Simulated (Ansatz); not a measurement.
Cost and result by functional for the surface energy of the (30-31) surface of hcp Tl in its 1x1 cell, outermost plane spacing 0.51 Å in the ideal cut, in Ansatz (plane waves, PAW). Single points on the PBE structure, on one kind of machine; costs are rough ratios of the slab run's core time (references not counted) to the cheapest single point. r2SCAN's cost holds its higher cutoff (500 against 420 eV). Differences are taken against r2SCAN for comparison alone: no measured value is at hand, so the table doesn't rank accuracy.

Slab: 22 atoms, 10.7 Å thick at the start; k 11x3x1, smearing 0.1 eV, dipole-corrected; all atoms relaxed; held to the part of the start's symmetry that mesh and held atoms allow; no spin, no spin-orbit, no U. These notes are the PBE run's.

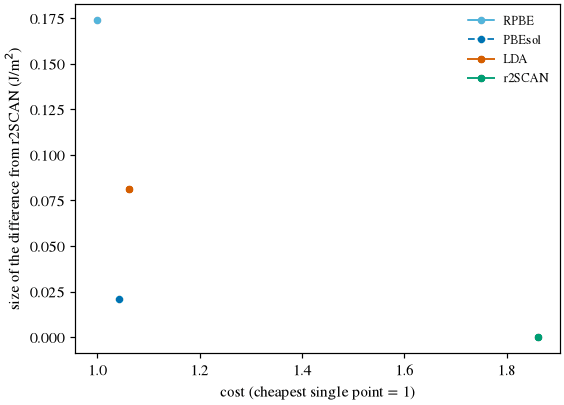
Figure: Difference from r2SCAN against cost

```tsv
functional	relative cost	surface energy (J/m²)	less r2SCAN (J/m²)
RPBE	1	0.16	-0.17
PBEsol	1	0.35	0.02
LDA	1	0.41	0.08
r2SCAN	2	0.33	0.00
PBE (the relaxed run's value)	–	0.26	-0.08
```

The values span 0.26 J/m², while the single points' costs differ by a factor of roughly 2. Differences are of unrounded values.

Ansatz is a program for electronic structure.
